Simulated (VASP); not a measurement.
# A VASP study of InPd (PBEsol): structure first, properties next, part 2 of 3

Aim: relax InPd, then compute properties on the relaxed cell. The start is a computed cell from the Materials Project.

VASP 6.6.1; PBEsol; plane waves and PAW (In_d, Pd).

Still holding for the runs below: This run has no spin polarisation. Its electron count is odd, so without a moment it is a metal by construction. The k-mesh is coarse for a metal.

So far. Step 2 (Relaxing cell and atoms (PBEsol)): It ends with forces that vanish by symmetry and a pressure of 0.01 GPa. Step 3 (Second relaxation): It ends with forces that vanish by symmetry and a pressure of 0.02 GPa. The volume moved by under 0.01 %: the run met its threshold at the first step. The relaxed cell has a = 3.249 Å (conventional setting).

**4. Single point with fields (PBEsol)**

A single point on the relaxed cell gives a clean self-consistent state, with density, ELF and potential written out.

File INCAR:

```
SYSTEM = InPd
PREC = Accurate
ENCUT = 400
EDIFF = 1E-06
NELM = 100
ISMEAR = 1
SIGMA = 0.2
LREAL = .FALSE.
ALGO = Normal
GGA = PS
NBANDS = 17
LASPH = .TRUE.
LORBIT = 11
LWAVE = .FALSE.
LCHARG = .TRUE.
ISIF = 2
LELF = .TRUE.
LVHAR = .TRUE.
```

File POSCAR:

```
InPd
1.0
    3.2486621846      0.0000000000      0.0000000000
    0.0000000000      3.2486621846      0.0000000000
    0.0000000000      0.0000000000      3.2486621846
In Pd
1 1
Direct
    0.0000000000      0.0000000000      0.0000000000
    0.5000000000      0.5000000000      0.5000000000
```

File KPOINTS:

```
Automatic mesh
0
Gamma
6 6 6
0 0 0
```

PAW data sets: In_d and Pd (PBE family, release 64).

Started as:

```sh
> mpirun -np 2 vasp_std
```

Output:

```text
[banner, memory and clock lines left out]
running    2 mpi-ranks, on    1 nodes
 distrk:  each k-point on    2 cores,    1 groups
 distr:  one band on    1 cores,    2 groups

 POSCAR found type information on POSCAR InPd
 POSCAR found :  2 types and       2 ions
 [... a notice as in an earlier step ...]

 LDA part: xc-table for (Slater+PW92), standard interpolation
|                                                                             |
|           W    W    AA    RRRRR   N    N  II  N    N   GGGG   !!!           |
|           W    W   A  A   R    R  NN   N  II  NN   N  G    G  !!!           |
|           W    W  A    A  R    R  N N  N  II  N N  N  G       !!!           |
|           W WW W  AAAAAA  RRRRR   N  N N  II  N  N N  G  GGG   !            |
|           WW  WW  A    A  R   R   N   NN  II  N   NN  G    G                |
|           W    W  A    A  R    R  N    N  II  N    N   GGGG   !!!           |
|                                                                             |
|     The number of bands has been changed from the values supplied in        |
|     The orbitals not found in the WAVECAR file will be initialized with     |
|     random numbers, which is usually adequate. For correlated               |
|     calculations, however, you should redo the groundstate calculation.     |
|     I found NBANDS = 17. Now, NBANDS = 18.                                  |
|                                                                             |

 POSCAR, INCAR and KPOINTS ok, starting setup
 FFT: planning ... GRIDC
 FFT: planning ... GRID_SOFT
 FFT: planning ... GRID
 WAVECAR not read
 entering main loop
       N       E                     dE             d eps       ncg     rms          rms(c)
DAV:   1     0.140685458986E+03    0.14069E+03   -0.95336E+03   780   0.138E+03
DAV:   2    -0.335098748080E+01   -0.14404E+03   -0.13678E+03   732   0.315E+02
DAV:   3    -0.101293529388E+02   -0.67784E+01   -0.67370E+01   840   0.773E+01
DAV:   4    -0.102705666721E+02   -0.14121E+00   -0.14112E+00   880   0.982E+00
DAV:   5    -0.102775762333E+02   -0.70096E-02   -0.70093E-02   944   0.207E+00    0.717E+00
DAV:   6    -0.100273021633E+02    0.25027E+00   -0.75790E-01   786   0.102E+01    0.315E+00
DAV:   7    -0.998340099069E+01    0.43901E-01   -0.85683E-02   954   0.514E+00    0.175E+00
DAV:   8    -0.997131788522E+01    0.12083E-01   -0.27109E-02   868   0.163E+00    0.421E-01
DAV:   9    -0.997016637606E+01    0.11515E-02   -0.20295E-03   936   0.729E-01    0.811E-02
DAV:  10    -0.997014398706E+01    0.22389E-04   -0.39321E-05  1062   0.819E-02    0.233E-02
DAV:  11    -0.997014329484E+01    0.69221E-06   -0.29847E-06   768   0.156E-02
   1 F= -.99701433E+01 E0= -.99713374E+01  d E =0.358229E-02
```

Wall time 4.8 s (2 MPI ranks of Intel Xeon Platinum 8259CL at 2.50GHz (Skylake/Cascade Lake), shared host); peak memory 0.23 GiB; 8 s of CPU time.

Parts of OUTCAR (step 4):

```text
The static configuration has the point symmetry O_h .

 Found     20 irreducible k-points:

   k-points           NKPTS =     20   k-points in BZ     NKDIM =     20   number of bands    NBANDS=     18

   NELECT =      23.0000    total number of electrons

 E-fermi :  10.6675

 k-point     1 :       0.0000    0.0000    0.0000
  band No.  band energies     occupation
    ...
      7       6.7062      2.00000
      8       6.7062      2.00000
      9       8.3038      2.00000
     10       8.3038      2.00000
     11       8.3038      2.00000
     12      14.8592      0.00000
     13      14.8592      0.00000
     14      14.8592      0.00000
     15      20.2975      0.00000
     16      21.3888      0.00000
    ...

 k-point     2 :       0.1667    0.0000    0.0000
  band No.  band energies     occupation
    ...
      7       6.7066      2.00000
      8       6.7514      2.00000
      9       7.9951      2.00000
     10       7.9951      2.00000
     11       8.2826      2.00000
     12      12.5736     -0.00000
     13      15.7313      0.00000
     14      15.7313      0.00000
     15      20.7505      0.00000
     16      21.2159      0.00000
    ...

  Total        0.0047998      0.0047998      0.0047998     -0.0000000     -0.0000000      0.0000000
  in kB        0.2242969      0.2242969      0.2242969     -0.0000000     -0.0000000      0.0000000
  external PRESSURE =       0.2242969 kB  Pullay stress =       0.0000000 kB

  FREE ENERGIE OF THE ION-ELECTRON SYSTEM (eV)
  ---------------------------------------------------
  free  energy   TOTEN  =        -9.9701432948 eV

  energy  without entropy=       -9.9737255867  energy(sigma->0) =       -9.97133739

[... 10 parts as in an earlier step ...]

[... 4 further parts left out ...]
```

This step gave:

```yaml
scf_cycles: 11
bands: 18
pressure: 0.02243 GPa
```

Valence electrons inside each PAW sphere by angular momentum. Sphere charges, by row:

```tsv
atom	s (e)	p (e)	d (e)	tot (e)
In1	0.812	0.765	9.903	11.48
Pd2	0.421	0.441	8.646	9.508
```

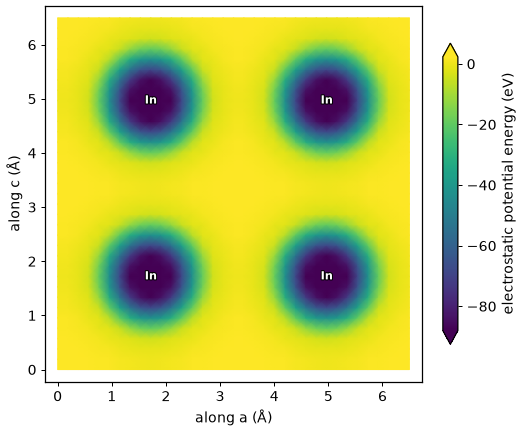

Electrostatic potential energy in the ac plane at fractional y = 0.000, with atoms of In within 0.2 Å of it. With pseudopotentials it is smooth inside the atoms' cores, unlike the true potential. The map starts off the cell's origin, so that atoms lie inside it.

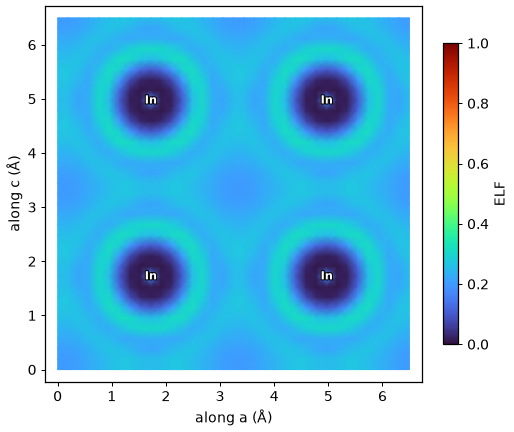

ELF in the ac plane at fractional y = 0.000, with atoms of In within 0.2 Å of it. It is the smooth field of the valence electrons, not physical close to the nuclei. The map starts off the cell's origin, so that atoms lie inside it.

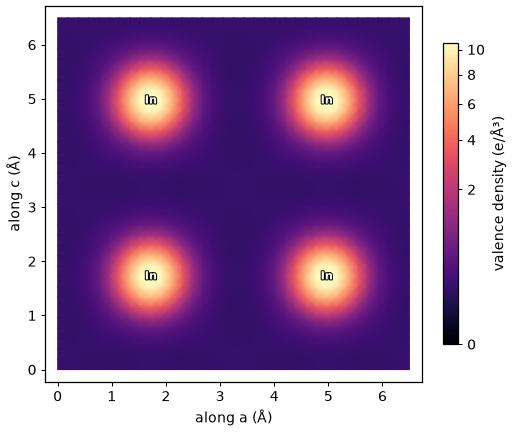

Valence density in the ac plane at fractional y = 0.000, with atoms of In within 0.2 Å of it. It is the smooth field of the valence electrons, not physical close to the nuclei. The map starts off the cell's origin, so that atoms lie inside it. The colour scale is stretched toward low values.

In this run the pressure is 0.02 GPa, small enough to go on.

**5. Bands along the symmetry lines (PBEsol)**

Levels along the symmetry lines show where the bands peak and cross; KPOINTS_OPT computes them in the converged potential.

File INCAR:

```
SYSTEM = InPd
PREC = Accurate
ENCUT = 400
EDIFF = 1E-06
NELM = 100
ISMEAR = 1
SIGMA = 0.2
LREAL = .FALSE.
ALGO = Normal
GGA = PS
NBANDS = 23
LASPH = .TRUE.
LORBIT = 11
LWAVE = .FALSE.
LCHARG = .FALSE.
KPAR = 2
```

POSCAR is that of step 4.

KPOINTS is that of step 4.

File KPOINTS_OPT:

```
Line mode
16
Line-mode
Reciprocal
  0.00000000   0.00000000   0.00000000 GAMMA
  0.00000000   0.50000000   0.00000000 X

  0.00000000   0.50000000   0.00000000 X
  0.50000000   0.50000000   0.00000000 M

  0.50000000   0.50000000   0.00000000 M
  0.00000000   0.00000000   0.00000000 GAMMA

  0.00000000   0.00000000   0.00000000 GAMMA
  0.50000000   0.50000000   0.50000000 R

  0.50000000   0.50000000   0.50000000 R
  0.00000000   0.50000000   0.00000000 X

  0.50000000   0.50000000   0.00000000 M
  0.50000000   0.50000000   0.50000000 R
```

Started as:

```sh
> mpirun -np 2 vasp_std
```

Output:

```text
[... set-up lines as in an earlier step ...]
 entering main loop
       N       E                     dE             d eps       ncg     rms          rms(c)
DAV:   1     0.160605890675E+03    0.16061E+03   -0.87620E+03   944   0.112E+03
DAV:   2    -0.296809487075E+00   -0.16090E+03   -0.15175E+03   983   0.295E+02
DAV:   3    -0.100490502374E+02   -0.97522E+01   -0.96935E+01  1137   0.717E+01
DAV:   4    -0.102678070731E+02   -0.21876E+00   -0.21866E+00  1151   0.983E+00
DAV:   5    -0.102776092846E+02   -0.98022E-02   -0.98019E-02  1357   0.201E+00    0.719E+00
DAV:   6    -0.100274036233E+02    0.25021E+00   -0.59319E-01  1145   0.802E+00    0.316E+00
DAV:   7    -0.998349734441E+01    0.43906E-01   -0.62416E-02  1279   0.402E+00    0.174E+00
DAV:   8    -0.997133025330E+01    0.12167E-01   -0.23112E-02  1256   0.126E+00    0.439E-01
DAV:   9    -0.997016459800E+01    0.11657E-02   -0.17829E-03  1310   0.563E-01    0.856E-02
DAV:  10    -0.997014404958E+01    0.20548E-04   -0.30577E-05  1428   0.597E-02    0.266E-02
DAV:  11    -0.997014331428E+01    0.73530E-06   -0.24153E-06  1117   0.114E-02
   1 F= -.99701433E+01 E0= -.99713374E+01  d E =0.358238E-02
 Start KPOINTS_OPT (optional k-point list driver)
k-point batch [1-20\96]
       N       E                     dE             ncg
DAV:   1     0.417122177957E+04   -0.26366E+04      988
DAV:   2     0.105647551579E+04   -0.31147E+04      976
DAV:   3     0.858831858991E+03   -0.19764E+03     1172
DAV:   4     0.854367467362E+03   -0.44644E+01     1098
DAV:   5     0.854136475062E+03   -0.23099E+00     1386
DAV:   6     0.854133228005E+03   -0.32471E-02     1131
DAV:   7     0.854133180464E+03   -0.47541E-04     1400
DAV:   8     0.854133180178E+03   -0.28578E-06      819
[...]
k-point batch [81-96\96]
       N       E                     dE             ncg
DAV:   1     0.610127475874E+04   -0.10897E+05      775
DAV:   2     0.371268940741E+04   -0.23886E+04      764
DAV:   3     0.356938932951E+04   -0.14330E+03      904
DAV:   4     0.356628032398E+04   -0.31090E+01      965
DAV:   5     0.356613856336E+04   -0.14176E+00     1072
DAV:   6     0.356613516220E+04   -0.34012E-02      978
DAV:   7     0.356613512969E+04   -0.32514E-04     1086
DAV:   8     0.356613512938E+04   -0.31109E-06      662
```

Elapsed: 15 s, on 2 MPI ranks; peak memory 0.28 GiB; 27 s of CPU time.

From OUTCAR (step 5):

```text
   k-points           NKPTS =     20   k-points in BZ     NKDIM =     20   number of bands    NBANDS=     23

   NELECT =      23.0000    total number of electrons

 E-fermi :  10.6676

 k-point     1 :       0.0000    0.0000    0.0000
  band No.  band energies     occupation
    ...
      7       6.7063      2.00000
      8       6.7063      2.00000
      9       8.3039      2.00000
     10       8.3039      2.00000
     11       8.3039      2.00000
     12      14.8592      0.00000
     13      14.8592      0.00000
     14      14.8592      0.00000
     15      20.2976      0.00000
     16      21.3888      0.00000
    ...

  Total        0.0022481      0.0022481      0.0022481      0.0000000      0.0000000     -0.0000000
  in kB        0.1050526      0.1050526      0.1050526      0.0000000      0.0000000     -0.0000000
  external PRESSURE =       0.1050526 kB  Pullay stress =       0.0000000 kB

  FREE ENERGIE OF THE ION-ELECTRON SYSTEM (eV)
  ---------------------------------------------------
  free  energy   TOTEN  =        -9.9701433143 eV

  energy  without entropy=       -9.9737256919  energy(sigma->0) =       -9.97133744

[... 9 parts as in an earlier step ...]

[... 8 further parts left out ...]
```

Spin-orbit coupling is off here; with elements this heavy it splits and shifts levels by tenths of an eV or more.

Numbers from this step:

```
bands    : 23
pressure : 0.01051 GPa
```

The electronic bands at the labelled points (eV, zero at the Fermi level; # counts the bands kept, so #1 is VASP's band 6):

```tsv
point	#3	#4	#5	#6	#7	#8	#9	#10
Γ	-3.96	-2.36	-2.36	-2.36	4.19	4.19	4.19	9.63
X	-3.96	-3.39	-3.39	-2.45	-1.18	9.70	9.70	9.96
M	-2.78	-2.78	-2.46	-2.46	-1.77	1.52	2.48	9.57
Γ	-3.96	-2.36	-2.36	-2.36	4.19	4.19	4.19	9.63
R	-5.05	-1.73	-1.73	-0.04	3.76	3.76	3.76	4.45
X	-3.96	-3.39	-3.39	-2.45	-1.18	9.70	9.70	9.96
jump to M	-2.78	-2.78	-2.46	-2.46	-1.77	1.52	2.48	9.57
R	-5.05	-1.73	-1.73	-0.04	3.76	3.76	3.76	4.45
```

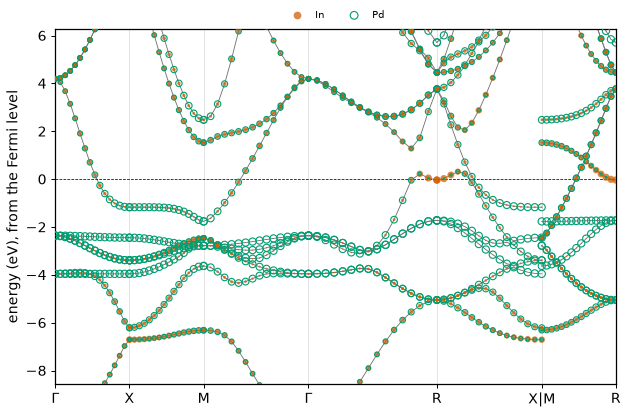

Electronic bands along the path; dots are coloured as in the legend, and their area grows with the weight.

There is no gap at this level.

**6. Total and projected DOS (PBEsol)**

A density of states needs more k-points than a total energy; ISMEAR = -5 takes tetrahedra, and LORBIT projects the states on the PAW spheres. The mesh is finer than in the run before.

Edit INCAR of step 5 so:

```diff
@@ -5,3 +5,3 @@
 NELM = 100
-ISMEAR = 1
+ISMEAR = -5
 SIGMA = 0.2
@@ -16 +16,2 @@
 KPAR = 2
+NEDOS = 2001
```

POSCAR is that of step 5.

File KPOINTS:

```
Automatic mesh
0
Gamma
9 9 9
0 0 0
```

Started as:

```sh
> mpirun -np 2 vasp_std
```

Output:

```text
[... set-up lines as in an earlier step ...]
 entering main loop
       N       E                     dE             d eps       ncg     rms          rms(c)
DAV:   1     0.148862482332E+03    0.14886E+03   -0.87874E+03  1758   0.108E+03
DAV:   2    -0.101184178027E+01   -0.14987E+03   -0.14102E+03  1715   0.286E+02
DAV:   3    -0.100947479844E+02   -0.90829E+01   -0.90257E+01  1953   0.697E+01
DAV:   4    -0.102940174927E+02   -0.19927E+00   -0.19920E+00  1995   0.934E+00
DAV:   5    -0.103042720860E+02   -0.10255E-01   -0.10254E-01  2356   0.210E+00    0.716E+00
DAV:   6    -0.100587177138E+02    0.24555E+00   -0.54987E-01  2017   0.795E+00    0.316E+00
DAV:   7    -0.100140931191E+02    0.44625E-01   -0.59109E-02  2258   0.400E+00    0.170E+00
DAV:   8    -0.100026135533E+02    0.11480E-01   -0.22300E-02  2202   0.123E+00    0.438E-01
DAV:   9    -0.100014714391E+02    0.11421E-02   -0.18079E-03  2268   0.570E-01    0.831E-02
DAV:  10    -0.100014443219E+02    0.27117E-04   -0.32196E-05  2519   0.646E-02    0.258E-02
DAV:  11    -0.100014458149E+02   -0.14930E-05   -0.25488E-06  1968   0.116E-02    0.750E-03
DAV:  12    -0.100014464148E+02   -0.59986E-06   -0.21354E-07  1239   0.388E-03
   1 F= -.10001446E+02 E0= -.10001446E+02  d E =0.000000E+00
 -----------------------------------------------------------------------------
|                                                                             |
|           W    W    AA    RRRRR   N    N  II  N    N   GGGG   !!!           |
|           W    W   A  A   R    R  NN   N  II  NN   N  G    G  !!!           |
|           W    W  A    A  R    R  N N  N  II  N N  N  G       !!!           |
|           W WW W  AAAAAA  RRRRR   N  N N  II  N  N N  G  GGG   !            |
|           WW  WW  A    A  R   R   N   NN  II  N   NN  G    G                |
|           W    W  A    A  R    R  N    N  II  N    N   GGGG   !!!           |
|                                                                             |
|     Tetrahedron method does not include variations of the Fermi             |
|     occupations, so forces and stress will be inaccurate. We suggest        |
|     using a different smearing scheme ISMEAR = 1 or 2 for metals in         |
|     relaxations.                                                            |
|                                                                             |
 -----------------------------------------------------------------------------
```

Elapsed: 8.4 s, on 2 MPI ranks; peak memory 0.28 GiB.

From OUTCAR (step 6):

```text
   k-points           NKPTS =     35   k-points in BZ     NKDIM =     35   number of bands    NBANDS=     23

   NELECT =      23.0000    total number of electrons

 E-fermi :  10.6969

 k-point     1 :       0.0000    0.0000    0.0000
  band No.  band energies     occupation
    ...
      7       6.7298      2.00000
      8       6.7298      2.00000
      9       8.3315      2.00000
     10       8.3315      2.00000
     11       8.3315      2.00000
     12      14.8563      0.00000
     13      14.8563      0.00000
     14      14.8563      0.00000
     15      20.2988      0.00000
     16      21.3900      0.00000
    ...

  Total       -0.0329306     -0.0329306     -0.0329306      0.0000000     -0.0000000      0.0000000
  in kB       -1.5388518     -1.5388518     -1.5388518      0.0000000     -0.0000000      0.0000000
  external PRESSURE =      -1.5388518 kB  Pullay stress =       0.0000000 kB

  FREE ENERGIE OF THE ION-ELECTRON SYSTEM (eV)
  ---------------------------------------------------
  free  energy   TOTEN  =       -10.0014464148 eV

  energy  without entropy=      -10.0014464148  energy(sigma->0) =      -10.00144641

[... 7 parts as in an earlier step ...]

[... 10 further parts left out ...]
```

With tetrahedra the forces and stress of a metal are not exact derivatives of the energy.

Numbers from this step:

```
SCF cycles             : 12
irreducible k-points   : 35
free energy (TOTEN)    : -10.00 eV
Fermi energy           : 10.70 eV
pressure               : -0.1539 GPa
DOS at the Fermi level : 0.7758 states/eV/cell
```

The density of states has structure finer than the step of the table below, so its rows give means over 1 eV, whole bins alone (the curve runs from -12.0 to 7.90 eV). Peaks (eV: height): total -3.9: 4.95, -3.2: 6.32, -3.0: 5.26, -2.5: 7.07; Pd d -3.9: 3.92, -3.2: 5.41, -3.0: 4.56, -2.5: 6.32; In p -4.4: 0.416, -3.2: 0.193, -1.0: 0.154, 5.7: 0.246; Pd p -4.4: 0.0984, -2.5: 0.105, 4.6: 0.127, 6.4: 0.122; In s -6.5: 0.360, 0.1: 0.216, 2.4: 0.221.

States under -12.0 eV and over 7.9 eV are left out. The density of states by energy, zero at the Fermi level; means over each step; values in states/eV/cell:

```tsv
energy (eV)	total	Pd d	In p	Pd p	In s	Pd s
-11	0	0	0	0	0	0
-10	0.0827	1.8e-4	0.00134	0.00155	0.0329	0.0180
-9	0.233	0.00346	0.00813	0.00981	0.0893	0.0428
-8	0.372	0.0211	0.0176	0.0245	0.140	0.0481
-7	0.785	0.136	0.0333	0.0556	0.290	0.0452
-6	0.531	0.205	0.0318	0.0184	0.145	0.0105
-5	0.838	0.409	0.123	0.0271	0.0233	0.0631
-4	2.99	2.12	0.232	0.0748	0.0168	0.0599
-3	4.50	3.88	0.128	0.0675	0.0101	0.0258
-2	1.37	1.11	0.0428	0.0491	0.0113	0.0176
-1	0.876	0.515	0.0910	0.0610	0.0251	0.0522
0	0.752	0.321	0.104	0.0749	0.0600	0.0420
1	0.463	0.136	0.0796	0.0546	0.0510	0.0303
2	0.724	0.191	0.0977	0.0636	0.158	0.0489
3	0.783	0.152	0.123	0.0771	0.118	0.0995
4	0.850	0.134	0.161	0.115	0.0710	0.103
5	0.836	0.127	0.202	0.115	0.0380	0.0782
6	0.911	0.131	0.237	0.110	0.0289	0.0885
7	0.817	0.103	0.218	0.108	0.0199	0.0635
```

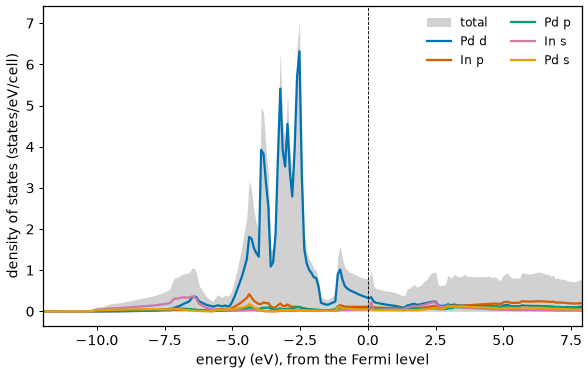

Density of states, plotted against energy.

The finer mesh and the other smearing move the Fermi level by +0.03 eV from the 6×6×6 run, a small shift, which tests the Fermi level alone. Of the states within 0.3 eV of the Fermi level, the largest shares in the PAW spheres are Pd d 41 %, In p 14 % and Pd p 10 %. The rest lies in smaller channels or between the spheres.

(Part 2 of 3 ends here.)

[Lines on the potential files, build, host, timing and source positions are cut from VASP's logs without a mark.]

[Logs are printed without paths, hosts, clocks, repeated set-up lines and the standing remarks that a program may print on its own settings, such as how far it seeks lower states.]

[Hosts, paths, dates, database ids (printed as entryN), source tags and the programs' standing remarks are cut or masked in the printed files.]

[A measured line is paired with the nearest computed mode of its activity, which favours agreement.]
